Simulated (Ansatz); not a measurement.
## Run report: CH7GaO, molecular dynamics (part 3 of 3)

The same run, continued: CH7GaO; RKS BLYP/def2-SVP (Ansatz 0.2.0). It belongs to a series of runs on one base structure; here: dynamics from the highest image of the converged band.

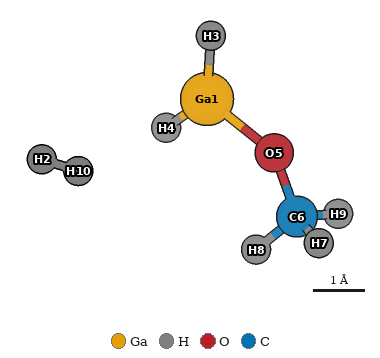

The geometry at step 116 of the log (ball-and-stick view, seen at a tilt; atoms are numbered from 1 in the order of the input).

**Trajectory as extended XYZ, continued**
```
10
Properties=species:S:1:pos:R:3:forces:R:3 step=32 time_fs=16.0 energy=-55565.98803 temperature=221.7
Ga   -0.1312   -0.1109   -0.1897    0.5128  -1.4561  -0.3678
H    -0.1141   -0.1234    1.8672   -0.1334   0.3987   0.4122
H     1.2523    0.6186   -0.5069   -0.4219   0.0727   0.1644
H    -1.6555    0.0518   -0.6484    0.2912   0.1220   0.2375
O     0.3789   -1.9629    0.3603   -0.3174   0.6826  -0.4268
C    -0.4074   -3.1323    0.1668    0.1912   0.4312  -0.1493
H     0.0148   -3.9612    0.7712    0.1082  -0.1252  -0.0472
H    -1.4666   -3.0212    0.4768   -0.3015   0.0914   0.1243
H    -0.4250   -3.4303   -0.9040    0.0302  -0.2319  -0.0896
H     0.0450   -0.8806    1.6198    0.0407   0.0146   0.1424
10
Properties=species:S:1:pos:R:3:forces:R:3 step=42 time_fs=21.0 energy=-55566.17348 temperature=401.3
Ga   -0.1282   -0.1182   -0.1924    0.2320  -2.2464   0.1997
H    -0.1285   -0.0056    2.0518   -0.0511  -0.0513   0.1768
H     1.1509    0.6509   -0.4264    0.7145   0.5525  -0.0173
H    -1.5977    0.1420   -0.5647   -0.5440   0.1100  -0.0022
O     0.3627   -1.9579    0.3386   -0.0775   1.4172  -0.4412
C    -0.3958   -3.1254    0.1673   -0.7276  -0.1565  -0.1548
H     0.0437   -3.9615    0.7723   -0.0339   0.1677  -0.1492
H    -1.4840   -3.0281    0.4936    0.4842  -0.0403  -0.1163
H    -0.4245   -3.4556   -0.9077    0.0066  -0.0857   0.2273
H    -0.0009   -0.7437    1.7813   -0.0033   0.3328   0.2773
10
Properties=species:S:1:pos:R:3:forces:R:3 step=53 time_fs=26.5 energy=-55566.43085 temperature=649.8
Ga   -0.1236   -0.1344   -0.1948    0.4436  -1.0496   0.1515
H    -0.1653    0.1531    2.3188   -0.0621   0.1481   0.1351
H     1.1702    0.7980   -0.3330   -0.2753  -0.2835   0.0686
H    -1.6416    0.2649   -0.4651    0.1215  -0.1453   0.0315
O     0.3434   -1.9286    0.3069    0.0095   1.3542  -0.5208
C    -0.3948   -3.1199    0.1639    0.1671  -0.1078  -0.2010
H     0.0781   -3.9333    0.7508    0.1288  -0.0080   0.2395
H    -1.4375   -3.0390    0.5005   -0.5687   0.0470   0.1920
H    -0.4216   -3.5075   -0.8778   -0.0029   0.0922  -0.2454
H    -0.0455   -0.5461    2.0195    0.0385  -0.0473   0.1490
10
Properties=species:S:1:pos:R:3:forces:R:3 step=63 time_fs=31.5 energy=-55566.50212 temperature=718.9
Ga   -0.1181   -0.1531   -0.1964   -0.0057   0.3258   0.1947
H    -0.2123    0.3219    2.5914   -0.0502   0.1439   0.0749
H     1.1499    0.8816   -0.2363   -0.4787  -0.6177  -0.0259
H    -1.6673    0.3432   -0.3702    0.5180  -0.3666  -0.0280
O     0.3257   -1.8821    0.2701   -0.1546  -0.0054  -0.4249
C    -0.3947   -3.1173    0.1577   -0.2624   0.1847   0.2676
H     0.1286   -3.8946    0.7719   -0.1242   0.2445  -0.0225
H    -1.4645   -3.0437    0.5306    0.5217  -0.0491  -0.2192
H    -0.4198   -3.5302   -0.8851   -0.0072   0.2773   0.1241
H    -0.0788   -0.3625    2.2795    0.0432  -0.1374   0.0592
10
Properties=species:S:1:pos:R:3:forces:R:3 step=74 time_fs=37.0 energy=-55566.48002 temperature=697.5
Ga   -0.1122   -0.1727   -0.1974   -0.7163   0.8695   0.1848
H    -0.2730    0.5208    2.9009    0.0426  -0.2342  -0.1124
H     1.0354    0.8358   -0.1377    0.7196   0.2527  -0.1116
H    -1.5878    0.3388   -0.2780   -0.4040  -0.1517  -0.2167
O     0.3040   -1.8323    0.2227    0.0156  -1.8132  -0.0217
C    -0.3961   -3.1080    0.1556    0.8494   1.0616   0.0749
H     0.1642   -3.8091    0.7990    0.0514  -0.2247   0.0078
H    -1.4239   -3.0536    0.5296   -0.5606   0.1157   0.1604
H    -0.4179   -3.4958   -0.8802    0.0439  -0.0945  -0.1280
H    -0.1086   -0.1708    2.5936   -0.0418   0.2188   0.1626
10
Properties=species:S:1:pos:R:3:forces:R:3 step=84 time_fs=42.0 energy=-55566.43090 temperature=649.9
Ga   -0.1091   -0.1869   -0.1976   -0.6393   2.3271   0.0547
H    -0.3296    0.6927    3.1763   -0.0355   0.0929   0.0247
H     1.0667    0.8240   -0.0749    0.3690   0.0298  -0.1680
H    -1.5909    0.2921   -0.2438   -0.4550  -0.0434  -0.2487
O     0.2848   -1.8140    0.1791    0.5225  -2.6373   0.3659
C    -0.3853   -3.0804    0.1564   -0.0998   0.4963   0.1589
H     0.1954   -3.7666    0.8158   -0.1643  -0.0866  -0.1964
H    -1.4494   -3.0414    0.5411    0.4586   0.0700  -0.1835
H    -0.4075   -3.4762   -0.8869    0.0062  -0.1447   0.2006
H    -0.1341    0.0091    2.8989    0.0375  -0.1040  -0.0084
10
Properties=species:S:1:pos:R:3:forces:R:3 step=95 time_fs=47.5 energy=-55566.40721 temperature=627.2
Ga   -0.1083   -0.1935   -0.1976   -0.6008   2.9289   0.0785
H    -0.3945    0.8845    3.4775   -0.0708   0.1876   0.0535
H     1.1823    0.8083   -0.0537   -0.6020  -0.5226  -0.2361
H    -1.6860    0.2225   -0.2716    0.5375  -0.1388  -0.1489
O     0.2737   -1.8353    0.1371    1.4178  -0.7600   0.3737
C    -0.3733   -3.0416    0.1593   -0.1865  -1.2870  -0.3065
H     0.1949   -3.7509    0.7969   -0.0445  -0.1400   0.1472
H    -1.4125   -3.0060    0.5263   -0.4258   0.0745   0.1733
H    -0.3964   -3.4945   -0.8571   -0.0977  -0.1490  -0.0821
H    -0.1591    0.2012    3.2414    0.0728  -0.1936  -0.0527
10
Properties=species:S:1:pos:R:3:forces:R:3 step=105 time_fs=52.5 energy=-55566.46019 temperature=678.2
Ga   -0.1098   -0.1895   -0.1974   -0.7336   1.2723   0.0204
H    -0.4574    1.0643    3.7499    0.0962  -0.2487  -0.0787
H     1.1730    0.6888   -0.0896    0.0645   0.1486  -0.1147
H    -1.6698    0.1306   -0.3355    0.2380   0.0476  -0.0756
O     0.2853   -1.8678    0.1045    1.8793   1.0357   0.0983
C    -0.3695   -3.0319    0.1576   -1.3414  -2.4726   0.0285
H     0.1748   -3.7634    0.8045   -0.1217   0.0283   0.1789
H    -1.4293   -2.9593    0.5344    0.1610  -0.0801  -0.0649
H    -0.4094   -3.5435   -0.8374   -0.1478   0.0238  -0.0668
H    -0.1774    0.3687    3.5546   -0.0944   0.2451   0.0747
10
Properties=species:S:1:pos:R:3:forces:R:3 step=116 time_fs=58.0 energy=-55566.55703 temperature=771.8
Ga   -0.1141   -0.1801   -0.1970   -0.0651  -0.2033  -0.0388
H    -0.5224    1.2485    4.0430    0.0042  -0.0148  -0.0084
H     1.1900    0.6025   -0.1604    0.4584   0.5549  -0.0093
H    -1.6119    0.0466   -0.4291   -0.6160   0.2924  -0.0680
O     0.3280   -1.8901    0.0706    0.8181   0.0735   0.0284
C    -0.3913   -3.0716    0.1558   -0.3873  -0.6364   0.1039
H     0.1220   -3.7738    0.8550   -0.0644  -0.0229  -0.0105
H    -1.4304   -2.9278    0.5337   -0.1287  -0.0729  -0.0223
H    -0.4594   -3.5937   -0.8301   -0.0163   0.0170   0.0206
H    -0.2013    0.5657    3.9047   -0.0030   0.0125   0.0044
10
Properties=species:S:1:pos:R:3:forces:R:3 step=126 time_fs=63.0 energy=-55566.53860 temperature=754.1
Ga   -0.1185   -0.1719   -0.1969    0.5078  -0.2851  -0.3103
H    -0.5803    1.4133    4.3084   -0.0985   0.1800   0.0198
H     1.2856    0.6409   -0.2275   -0.7354  -0.0869   0.0636
H    -1.6675    0.0349   -0.5253    0.2336   0.1970   0.1723
O     0.3802   -1.9083    0.0404   -0.4436  -0.8284   0.1273
C    -0.4210   -3.1229    0.1563    0.3285   1.2177   0.1354
H     0.0585   -3.7886    0.9019    0.0908  -0.1325  -0.0934
H    -1.4498   -2.9150    0.5239   -0.1073   0.0167  -0.0400
H    -0.5101   -3.6367   -0.8221    0.1249  -0.0969  -0.0525
H    -0.2238    0.7468    4.2231    0.0991  -0.1815  -0.0222
10
Properties=species:S:1:pos:R:3:forces:R:3 step=137 time_fs=68.5 energy=-55566.45562 temperature=673.8
Ga   -0.1216   -0.1642   -0.1981    0.1910  -1.1254  -0.4702
H    -0.6478    1.5999    4.5995    0.1198  -0.1984  -0.0098
H     1.2246    0.6766   -0.2831   -0.3341   0.0500   0.1357
H    -1.6773    0.0743   -0.5843    0.4600   0.0429   0.3192
O     0.4299   -1.9414    0.0095   -1.3556  -0.6716   0.2347
C    -0.4469   -3.1541    0.1594    0.6358   1.4342  -0.1273
H     0.0058   -3.8283    0.9226    0.0278   0.1180  -0.1607
H    -1.4840   -2.9015    0.4987    0.2242   0.0286  -0.0887
H    -0.5330   -3.6981   -0.8127    0.1506   0.1241   0.1582
H    -0.2446    0.9402    4.5734   -0.1194   0.1975   0.0090
10
Properties=species:S:1:pos:R:3:forces:R:3 step=147 time_fs=73.5 energy=-55566.39990 temperature=620.1
Ga   -0.1235   -0.1614   -0.2006    0.3787  -2.2213  -0.2124
H    -0.7033    1.7587    4.8629    0.0093  -0.0149  -0.0003
H     1.0974    0.7295   -0.3020    0.7030   0.5208   0.1210
H    -1.5964    0.1247   -0.5654   -0.5492   0.0263   0.1297
O     0.4549   -1.9813   -0.0151   -1.5391   0.2023   0.2560
C    -0.4566   -3.1527    0.1597    1.1386   1.1706  -0.3878
H    -0.0309   -3.8434    0.9124    0.1016   0.1028   0.2235
H    -1.4809   -2.8779    0.4592   -0.2456   0.1461   0.1121
H    -0.5193   -3.7323   -0.7814    0.0118   0.0530  -0.2420
H    -0.2693    1.1268    4.8929   -0.0092   0.0145   0.0002
10
Properties=species:S:1:pos:R:3:forces:R:3 step=158 time_fs=79.0 energy=-55566.42328 temperature=642.5
Ga   -0.1237   -0.1664   -0.2044    1.0458  -1.4790  -0.2082
H    -0.7616    1.9302    5.1534   -0.1584   0.2031  -0.0312
H     1.0901    0.8856   -0.2872   -0.2180  -0.4240   0.1454
H    -1.6271    0.1830   -0.5030   -0.2034  -0.1608   0.1617
O     0.4567   -2.0206   -0.0379   -0.9428   1.5637   0.1221
C    -0.4455   -3.1263    0.1520    0.0661   0.1416  -0.2414
H    -0.0535   -3.8198    0.9411   -0.0646   0.2923  -0.0303
H    -1.4972   -2.8283    0.4314    0.3833  -0.1212  -0.0931
H    -0.5003   -3.7437   -0.7845   -0.0666   0.1876   0.1436
H    -0.2992    1.3350    5.2435    0.1584  -0.2033   0.0313
10
Properties=species:S:1:pos:R:3:forces:R:3 step=168 time_fs=84.0 energy=-55566.39792 temperature=618.3
Ga   -0.1206   -0.1766   -0.2086    0.3271  -1.0358  -0.1058
H    -0.8194    2.0918    5.4162    0.1485  -0.1714   0.0438
H     1.0581    0.9468   -0.2400   -0.3190  -0.6375   0.0515
H    -1.7067    0.1973   -0.4081    0.5851  -0.3652   0.1783
O     0.4437   -2.0323   -0.0568    0.0709   2.7394  -0.1433
C    -0.4315   -3.0977    0.1399   -0.2535  -0.4336  -0.0113
H    -0.0801   -3.7419    0.9732    0.1164  -0.1422   0.0814
H    -1.4597   -2.7988    0.3938   -0.5287   0.1197   0.0925
H    -0.4966   -3.7230   -0.7734    0.0017  -0.2448  -0.1435
H    -0.3215    1.5185    5.5636   -0.1485   0.1713  -0.0437
10
Properties=species:S:1:pos:R:3:forces:R:3 step=179 time_fs=89.5 energy=-55566.51843 temperature=734.6
Ga   -0.1159   -0.1924   -0.2135   -0.3162  -1.5618   0.1867
H    -0.8750    2.2592    5.7070    0.0861  -0.0875   0.0344
H     0.9697    0.8725   -0.1751    0.7389   0.3313  -0.0610
H    -1.6664    0.1206   -0.2604   -0.0510  -0.2000  -0.0092
O     0.4297   -2.0000   -0.0799    0.3129   2.0400  -0.2428
C    -0.4259   -3.0755    0.1270   -1.2161  -0.4062   0.2782
H    -0.0878   -3.6776    1.0118    0.0002  -0.0223  -0.2708
H    -1.4920   -2.7574    0.3613    0.3941  -0.2361  -0.1306
H    -0.4894   -3.7443   -0.7744    0.1372   0.0552   0.2493
H    -0.3541    1.7307    5.9140   -0.0861   0.0875  -0.0343
10
Properties=species:S:1:pos:R:3:forces:R:3 step=189 time_fs=94.5 energy=-55566.60582 temperature=819.0
Ga   -0.1122   -0.2117   -0.2173    0.2718  -0.1424   0.3567
H    -0.9201    2.4069    5.9742   -0.1821   0.1640  -0.0874
H     1.0287    0.8482   -0.1311    0.1943   0.0049  -0.1837
H    -1.6371    0.0019   -0.1242   -0.5883   0.0866  -0.0895
O     0.4213   -1.9400   -0.1044    0.0187  -0.3449  -0.0537
C    -0.4408   -3.0624    0.1199    0.4326   0.3478  -0.0595
H    -0.0875   -3.6330    1.0017    0.0808  -0.0550   0.1247
H    -1.4786   -2.7588    0.3120   -0.5391   0.0847   0.0953
H    -0.4524   -3.7642   -0.7391    0.1294   0.0182  -0.1903
H    -0.3892    1.9282    6.2296    0.1820  -0.1640   0.0874
10
Properties=species:S:1:pos:R:3:forces:R:3 step=200 time_fs=100.0 energy=-55566.44739 temperature=666.1
Ga   -0.1079   -0.2329   -0.2201   -0.6282   2.3114   0.5227
H    -0.9756    2.5745    6.2653    0.1059  -0.0832   0.0603
H     1.1360    0.8195   -0.1333   -0.6271  -0.4050  -0.2639
H    -1.7163   -0.1089   -0.0026    0.4702   0.1979  -0.2365
O     0.4128   -1.8818   -0.1320    0.0253  -3.0530   0.2090
C    -0.4522   -3.0405    0.1116    0.4252   0.5720  -0.1476
H    -0.0746   -3.5873    1.0088   -0.1355   0.2081  -0.0236
H    -1.5364   -2.7583    0.2692    0.5271  -0.1171  -0.0731
H    -0.3807   -3.7688   -0.7338   -0.0571   0.2857   0.0131
H    -0.4217    2.1401    6.5798   -0.1059   0.0832  -0.0603
```

The run was set up as follows.

**Input file**
```yaml
crystal:
  periodic: [false, false, false]
  atoms:
    - { symbol: Ga, position_ang: [-0.130891, -0.113001, -0.18712] }
    - { symbol: H, position_ang: [-0.148329, -0.212315, 1.6844] }
    - { symbol: H, position_ang: [1.13226, 0.715804, -0.612251] }
    - { symbol: H, position_ang: [-1.630537, -0.043595, -0.663666] }
    - { symbol: O, position_ang: [0.396359, -1.95836, 0.387114] }
    - { symbol: C, position_ang: [-0.421921, -3.107113, 0.164436] }
    - { symbol: H, position_ang: [-0.024284, -3.964258, 0.749299] }
    - { symbol: H, position_ang: [-1.485432, -2.946837, 0.461747] }
    - { symbol: H, position_ang: [-0.40948, -3.391747, -0.91141] }
    - { symbol: H, position_ang: [0.090354, -1.127779, 1.394851] }
basis:
  gaussian: { orbitals: def2-SVP }
hamiltonian:
  xc: blyp
md:
  timestep: 0.5
  n_steps: 200
  ensemble: nve
  temperature: 100.0
  initial_velocities: maxwell_boltzmann
  seed: 4218
```

Launched with:
```bash
ansatz run input.yaml --threads 2 --pin off --max-ram 3072MiB --backend cpu --events-out ev --progress --plain --runs-dir out
```

**Key numbers**

| quantity | value |
| --- | --- |
| outcome | finished |
| mean temperature over the second half | 700 K |
| trajectory | 200 steps, 100 fs |
| ensemble | nve |
| temperature in the input | 100.0 K |
| time step | 0.5 fs |
| potential energy (last step) | −55566.4478 eV |
| mean-field energy (last step) | −55566.4478 eV |
| largest force (length of the vector) (last step) | 3.060 eV/Å |
| hardware | 2 threads of Arm Neoverse V1, 24 GiB of memory available, shared host |
| wall time | 4.9 min (CPU time 9.4 min) |
| peak memory | 0.14 GiB |

So short a trajectory is not equilibrated.
